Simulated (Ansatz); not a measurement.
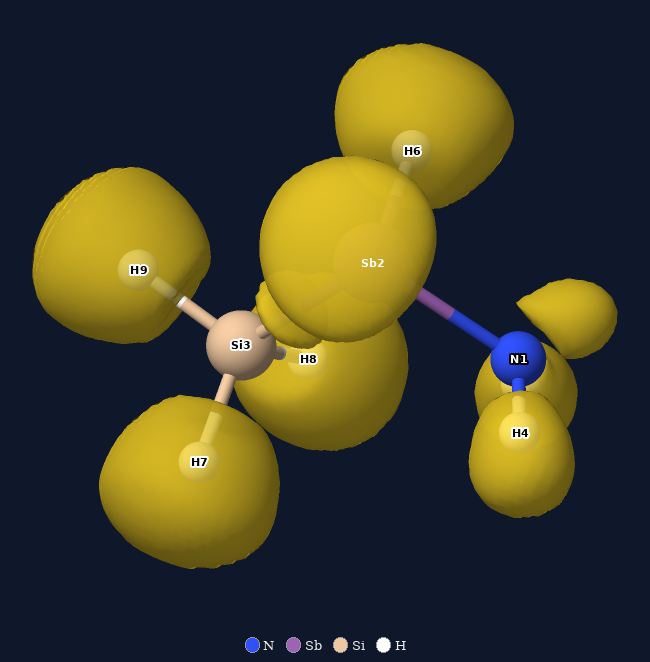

Figure. H6NSbSi. Isosurface of the ELF at 0.9 (yellow), seen at a tilt. Core shells and regions of very low density are left out.

Core potentials replace the inner electrons of Sb.

Computed with RKS PBE0-D4/def2-SVP (Ansatz 0.2.0).

```xyz
9

N    -0.0399    0.6072   -1.9374
Sb    1.1038    1.0388   -0.2688
Si    0.0421   -0.7331    1.3023
H     0.4494   -0.0644   -2.5275
H    -0.9468    0.2034   -1.7071
H    -0.0001    2.2198    0.3123
H     0.5991   -2.0817    0.9670
H    -1.4406   -0.7850    1.0965
H     0.3213   -0.4513    2.7457
```

### Describe the localisation domains.

At this value the surface marks out one region between bonded Sb–Si atoms (shared pairs), six regions around hydrogen nuclei, one lobe on N, pointing away from the bonds (lone pairs) and one lobe on Sb, pointing away from the bonds (lone pairs). Along the contacts the grid gives the following. Sb–N (2.07 Å): the ELF peaks at about 0.85 in the valence shell of N, 0.6 Å from its nucleus, and drops to about 0.15 between the two atoms. Si–Sb (2.60 Å): the ELF peaks at about 0.95 between the atoms: localised, covalent bonding.
